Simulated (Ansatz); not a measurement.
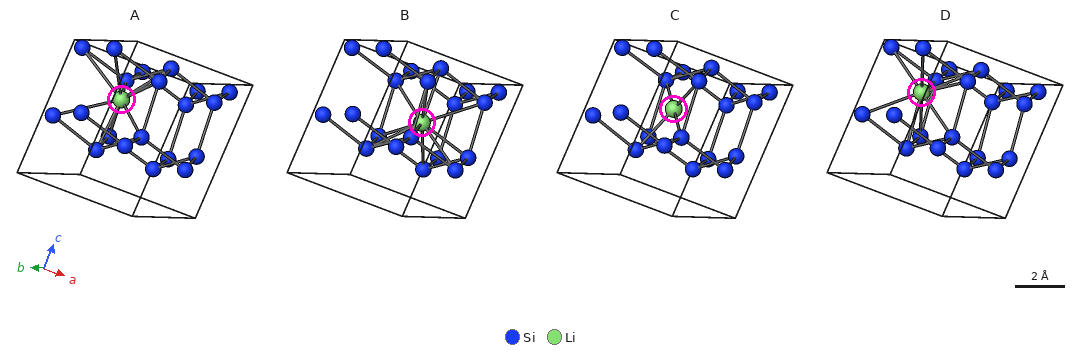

4 geometries from a converged minimum-energy path of Si with an interstitial Li (17 atoms in the cell, charge +1), shuffled. A ball-and-stick model of the reduced simulation cell (origin moved), seen from a free direction. The moving atom is ringed, with any periodic copies. Lengths and directions refer to the drawn axes. Bonds to atoms that aren't drawn are left out.

These are results of DFT PBEsol, scalar-relativistic, plane waves, PAW (Ansatz 0.2.0), not measurements. Set-up: plane-wave cutoff 420 eV; k-point mesh 2 × 2 × 2; Gaussian smearing 0.05 eV; 7 movable images; climbing image; force threshold 0.05 eV/Å; iteration limit 19; spring constant 10.0 eV/Å²; starting path by straight interpolation.

### Which of them lies highest in energy?

C. In order along the path, whose images run from 0 to 8: B (image 1, +0.05 eV), C (image 4, +0.59 eV), A (image 6, +0.24 eV), D (image 8, 0.00 eV). The Li atom travels furthest, 2.37 Å from end to end, along [−3 1 1], on a straight line. At the highest image its nearest neighbour (Si) is 2.35 Å away, against 2.38 Å at the start, and the surrounding atoms stand up to 0.20 Å off the mean of their end positions.

Limits of the set-up: the periodic images lie only 7.7 Å apart, so the values are limited by the cell's size; the cell is charged, on a uniform background, and energies carry no finite-size correction.

Cost: 2.7 min on 1 thread of Arm Neoverse V2 (shared host), peak memory 0.9 GiB.
